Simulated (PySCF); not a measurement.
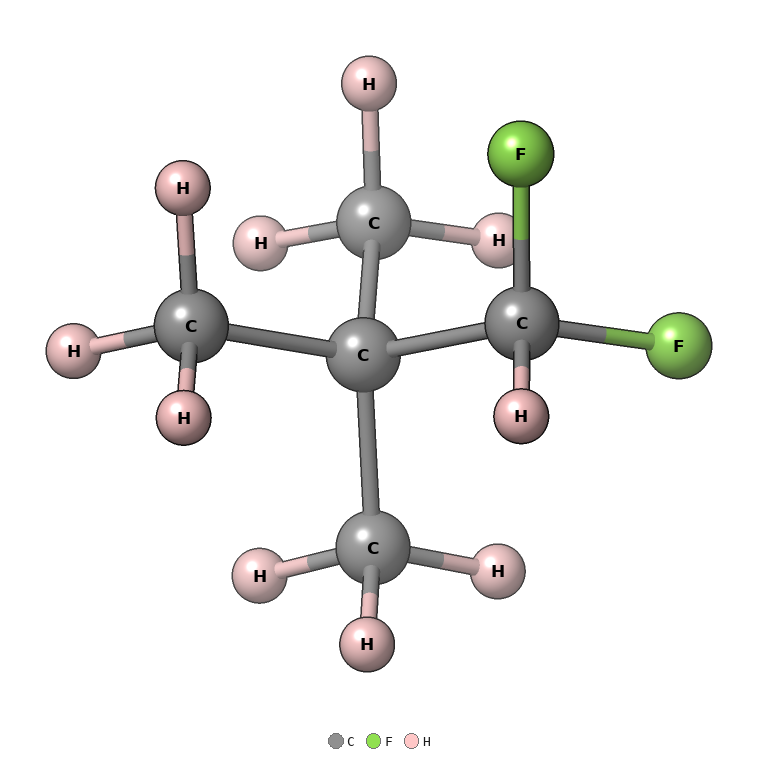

Distant atoms are faded towards the background colour. The computed structure is the end point of a PBE0-D3(BJ)/def2-SVP optimisation. No frequency run is at hand to confirm it as a minimum.

Q: Which symmetry elements does this geometry have?

A: It has 1 mirror plane, so the point group is Cs. The group has 2 operations. The geometry is achiral, and symmetry allows a dipole moment.
